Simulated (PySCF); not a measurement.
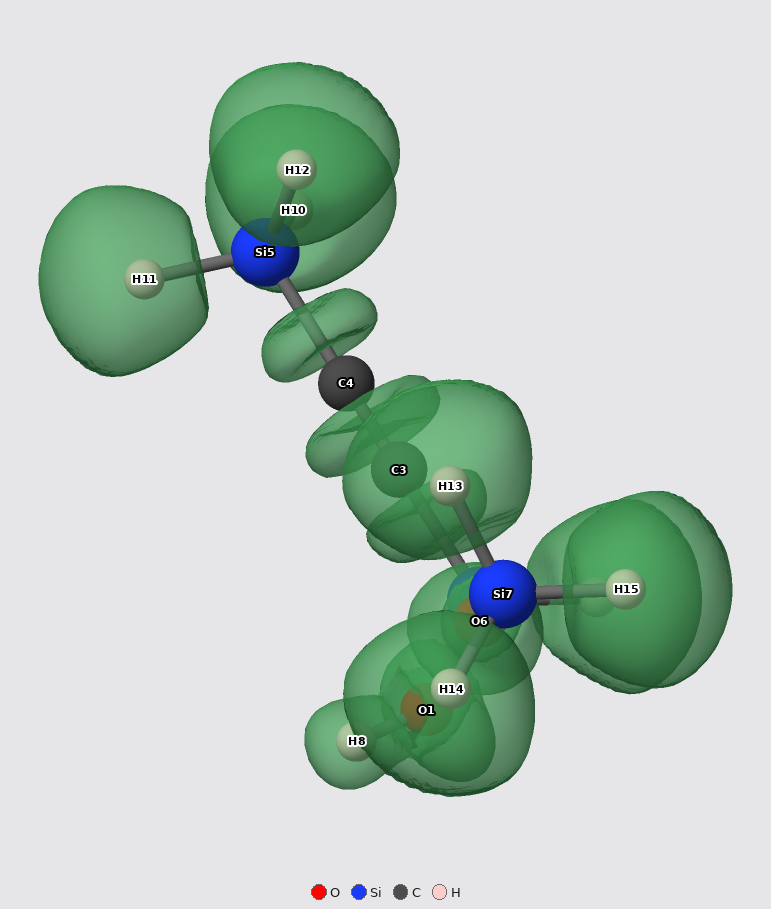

*C2H8O2Si3. Isosurface of the electron localisation function at 0.8 (green), seen at an oblique angle. Only the valence region is drawn (cores and ρ < 0.01 e/Å³ removed).*

Geometry: GFN2-xTB.

All numbers below come from PBE0/def2-SVPD, SCF density, gas phase in PySCF.

```xyz
15

O    -1.0029   -2.6873   -0.5343
Si   -0.4493   -1.5370    0.4641
C     0.8145   -0.4486   -0.3509
C     1.6401    0.2688   -0.8699
Si    2.8950    1.3675   -1.6675
O    -1.6849   -0.5745    0.9053
Si   -2.4302    0.6302    1.6814
H    -1.5531   -2.4835   -1.2861
H     0.0516   -2.2768    1.6078
H     4.1795    0.6620   -1.6952
H     2.4465    1.6677   -3.0310
H     2.9992    2.5988   -0.8790
H    -1.7510    1.8816    1.3489
H    -3.7981    0.5849    1.1686
H    -2.3612    0.3541    3.1160
```

### Describe the localisation domains.

The surface consists of one region between bonded C–C atoms (shared pairs), two regions between bonded C–Si atoms (shared pairs), seven regions around hydrogen nuclei, one region wrapped around O (its lone pairs, merged into a ring or cap) and one joined region spread over several atoms (H, O), in which their bonds and any lone pairs are merged. Profiles from the grid: C–C (1.21 Å): the ELF peaks at about 0.85 between the atoms: a short, multiple covalent bond. Si–O (1.62 Å): the ELF peaks at about 0.85 between the atoms, as expected for a short, strongly polar bond.
